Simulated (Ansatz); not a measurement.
## A computed series for hypothetical rock salt BeTe: response to strain

Take BeTe in the rock salt structure (space group Fm-3m, No. 225; a = 5.370 Å; a hypothetical phase, not in the database extracts checked) as the base.

Strains are applied to the cell and any free atomic positions relax.

All numbers come from r2SCAN (Ansatz, a quantum-chemistry and plane-wave program; PAW; 500 eV plane waves; no SOC).

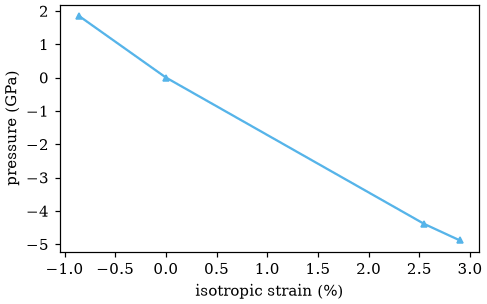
Figure: Pressure against isotropic strain

### Question
From the plot, what is the pressure for isotropic strain +2.55 %?

### Answer
About -4.4 GPa.

### Question
Is the trend monotonic over the range shown?

### Answer
Yes, it falls throughout, spanning -4.9 GPa to 1.9 GPa.

No phonon test of stability was made. All final runs are without spin polarisation.
